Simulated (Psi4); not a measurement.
# B2O2 (diboron dioxide) at revPBE/aug-cc-pVDZ

What is the vertical singlet–triplet gap of B2O2 (diboron dioxide) at revPBE/aug-cc-pVDZ? 

Program for the calculation: Psi4 1.11.

6 further runs of the same task are left out: 6 that didn't finish.

## Step 1: The molecule

The species is B2O2 (4 atoms), meant as a singlet with charge 0. SMILES: `O=BB=O`. The shape is that of a PBE0-D4/def2-TZVP optimisation.

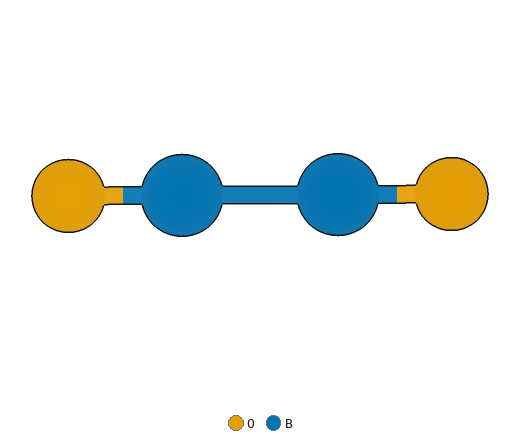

The structure, seen from a chosen angle (oxygen amber, boron blue).

## Step 2: A single-point energy at revPBE/aug-cc-pVDZ

calc.in reads:

```
memory 2200 mb

molecule geom {
  0 1
  O     -1.40423659     0.86882048     3.43486069
  B     -0.57126421     0.35351107     1.39673437
  B      0.57098075    -0.35322761    -1.39692335
  O      1.40450115    -0.86912284    -3.43467172
  units au
  symmetry c1
  no_reorient
  no_com
}

set {
  basis                aug-cc-pVDZ
  reference            rks
  puream               true
  e_convergence        1e-09
  d_convergence        1e-08
  scf_type             pk
  dft_radial_points    99
  dft_spherical_points 590
}

energy_value, wavefunction = energy("revpbe", return_wfn=True)
oeprop(wavefunction, "WIBERG_LOWDIN_INDICES", "MULLIKEN_CHARGES", "QUADRUPOLE")
print_variables()
```

On the command line:

```bash
$ psi4 -i calc.in -o calc.out -n 1
```

calc.out:

```text
[...]
  Running in c1 symmetry.
[...]
  Nuclear repulsion =   66.762222939504170
[...]
  Multiplicity = 1
[...]
  Nalpha       = 13
  Nbeta        = 13
[...]
    Number of basis functions: 92
[...]
   @RKS iter   1:  -199.82407692817483   -5.23012e-01   1.07651e-02 DIIS/ADIIS
[...]
   @RKS iter  10:  -200.20470783690138   -1.13147e-10   7.23608e-09 DIIS
[...]
    Orbital Energies [Eh]
    ---------------------
    Doubly Occupied:
       1A    -18.824804     2A    -18.824790     3A     -6.591317
       4A     -6.591092     5A     -0.946149     6A     -0.945464
       7A     -0.486449     8A     -0.400809     9A     -0.388466
      10A     -0.366037    11A     -0.366037    12A     -0.346158
      13A     -0.346158
[...]
  @RKS Final Energy:  -200.20470783690138
   => Energetics <=
    Nuclear Repulsion Energy =             66.7622229395041700
    One-Electron Energy =                -404.8833778523528508
    Two-Electron Energy =                 163.1224901722855236
    DFT Exchange-Correlation Energy =     -25.2060430963382167
    Empirical Dispersion Energy =           0.0000000000000000
    VV10 Nonlocal Energy =                  0.0000000000000000
    Total Energy =                       -200.2047078369013775
[...]
 Multipole Moments:
 ------------------------------------------------------------------------------------
     Multipole            Electronic (a.u.)      Nuclear  (a.u.)        Total (a.u.)
 ------------------------------------------------------------------------------------
 L = 1.  Multiply by 2.5417464519 to convert [e a0] to [Debye]
 Dipole X            :         -0.0009195            0.0006992           -0.0002203
 Dipole Y            :          0.0012373           -0.0010016            0.0002357
 Dipole Z            :         -0.0007202            0.0005669           -0.0001533
 Magnitude           :                                                    0.0003572
 L = 2.  Multiply by 1.3450342976 to convert [e a0^2] to [Debye ang]
 Quadrupole XX       :        -51.0199026           34.8178401          -16.2020625
 Quadrupole XY       :         22.3193239          -21.5438802            0.7754437
[...]
  Mulliken Charges: (a.u.)
   Center  Symbol    Alpha    Beta     Spin     Total
       1     O     4.10949  4.10949  0.00000 -0.21899
       2     B     2.39051  2.39051  0.00000  0.21898
       3     B     2.39051  2.39051  0.00000  0.21898
       4     O     4.10949  4.10949  0.00000 -0.21898
   Total alpha = 13.00000, Total beta = 13.00000, Total charge =  0.00000
  Wiberg Bond Indices using Orthogonal Lowdin Orbitals:
[...]
```

It took 20 s on 1 thread of Intel Xeon at 2.50GHz (Skylake/Cascade Lake), shared host; peak memory 0.91 GiB.

## Step 3: The triplet: energy and forces at U-revPBE/aug-cc-pVDZ

job.py reads:

```python
import psi4

psi4.set_memory('2200 MB')
psi4.set_num_threads(1)
psi4.set_output_file('run.log', False)

mol = psi4.geometry("""
0 3
O     -0.743090     0.459760     1.817650
B     -0.302300     0.187070     0.739120
B      0.302150    -0.186920    -0.739220
O      0.743230    -0.459920    -1.817550
units angstrom
symmetry c1
""")

options = {'basis': 'aug-cc-pVDZ', 'reference': 'uks', 'puream': True, 'e_convergence': 1e-09, 'd_convergence': 1e-08, 'scf_type': 'pk', 'dft_radial_points': 99, 'dft_spherical_points': 590, 'maxiter': 100}
psi4.set_options(options)

e_tot, wfn = psi4.gradient('revpbe', return_wfn=True)
print('gradient / Eh bohr^-1')
print(e_tot.np.round(6))
print(f'energy = {wfn.energy():.10f} Eh')
for k, v in sorted(psi4.core.scalar_variables().items()):
    print(f'{k:45s} {v:18.10f}')
```

On the command line:

```bash
$ python job.py
```

run.log:

```text
[...]
  Running in c1 symmetry.
[...]
  Nuclear repulsion =   66.762222931000380
[...]
  Multiplicity = 3
[...]
  Nalpha       = 14
  Nbeta        = 12
[...]
    Number of basis functions: 92
[...]
   @UKS iter   1:  -199.76260059224381   -4.61536e-01   7.72287e-03 DIIS/ADIIS
[...]
   @UKS iter  18:  -199.99536310482503   -1.62004e-12   6.64272e-09 DIIS
[...]
   @S^2 Observed:                2.003251616E+00
[...]
    Orbital Energies [Eh]
    ---------------------
    Alpha Occupied:
       1A    -18.859756     2A    -18.859740     3A     -6.587521
       4A     -6.587294     5A     -0.993068     6A     -0.992495
       7A     -0.475181     8A     -0.434209     9A     -0.418397
      10A     -0.411564    11A     -0.405653    12A     -0.389424
      13A     -0.375206    14A     -0.143502
    Alpha Virtual:
      15A     -0.119735    16A     -0.020294    17A     -0.015920
      18A      0.010980    19A      0.016996    20A      0.036523
      21A      0.036659    22A      0.039583    23A      0.041422
      24A      0.060290    25A      0.079566    26A      0.120409
[...]
  @UKS Final Energy:  -199.99536310482503
   => Energetics <=
    Nuclear Repulsion Energy =             66.7622229310003803
    One-Electron Energy =                -404.2331433208003091
    Two-Electron Energy =                 162.6741660263147367
    DFT Exchange-Correlation Energy =     -25.1986087413398607
    Empirical Dispersion Energy =           0.0000000000000000
    VV10 Nonlocal Energy =                  0.0000000000000000
    Total Energy =                       -199.9953631048250315
[...]
 Multipole Moments:
 ------------------------------------------------------------------------------------
     Multipole            Electronic (a.u.)      Nuclear  (a.u.)        Total (a.u.)
 ------------------------------------------------------------------------------------
 L = 1.  Multiply by 2.5417464519 to convert [e a0] to [Debye]
 Dipole X            :         -0.0003124            0.0001644           -0.0001480
 Dipole Y            :          0.0002900           -0.0001757            0.0001143
 Dipole Z            :         -0.0001930            0.0001134           -0.0000796
 Magnitude           :                                                    0.0002033
[...]
  -Total Gradient:
     Atom            X                  Y                   Z
    ------   -----------------  -----------------  -----------------
       1        0.059291459481    -0.036682888441    -0.145066957495
       2       -0.072028515955     0.044565209525     0.176221197374
       3        0.072062541012    -0.044600211813    -0.176201655592
       4       -0.059325497578     0.036717906467     0.145047406661
[...]
```

Standard output:

```text
gradient / Eh bohr^-1
[[ 0.059291 -0.036683 -0.145067]
 [-0.072029  0.044565  0.176221]
 [ 0.072063 -0.0446   -0.176202]
 [-0.059325  0.036718  0.145047]]
energy = -199.9953631048 Eh
CURRENT ENERGY                                   -199.9953631048
CURRENT REFERENCE ENERGY                         -199.9953631048
DD SOLVATION ENERGY                                 0.0000000000
DFT FUNCTIONAL TOTAL ENERGY                      -199.9953631048
DFT TOTAL ENERGY                                 -199.9953631048
DFT VV10 ENERGY                                     0.0000000000
DFT XC ENERGY                                     -25.1986087413
GRID ELECTRONS ALPHA                               14.0000000658
GRID ELECTRONS BETA                                12.0000000524
GRID ELECTRONS TOTAL                               26.0000001182
NUCLEAR REPULSION ENERGY                           66.7622229310
ONE-ELECTRON ENERGY                              -404.2331433208
PCM POLARIZATION ENERGY                             0.0000000000
PE ENERGY                                           0.0000000000
SCF ITERATION ENERGY                             -199.9953631048
SCF ITERATIONS                                     18.0000000000
SCF TOTAL ENERGY                                 -199.9953631048
TWO-ELECTRON ENERGY                               162.6741660263
XC GRID RADIAL POINTS                              99.0000000000
XC GRID SPHERICAL POINTS                          590.0000000000
XC GRID TOTAL POINTS                           228214.0000000000
```

Run time: 62 s. Hardware: 1 thread of Intel Xeon at 2.50GHz (Skylake/Cascade Lake), shared host; peak memory 0.91 GiB.

## Step 4: Summary of results

Level: revPBE/aug-cc-pVDZ.

```
                                        quantity          value
                           singlet: total energy  -200.20471 Eh
                          singlet: dipole moment         0.00 D
                            singlet: HOMO energy       -9.42 eV
                            singlet: LUMO energy       -3.27 eV
                          singlet: HOMO–LUMO gap        6.15 eV
                           triplet: total energy  -199.99536 Eh
                          triplet: dipole moment         0.00 D
     triplet: HOMO energy (highest over α and β)       -3.90 eV
                                   triplet: ⟨S²⟩          2.003
               triplet: largest force on an atom    10.054 eV/Å
vertical energy of the triplet above the singlet       5.697 eV
```

In words: At this shape the triplet lies 5.70 eV (131 kcal/mol) above the singlet. Mulliken charges (singlet) run from -0.22 on O1 to +0.22 on B2; in a basis this large or diffuse they mean little.
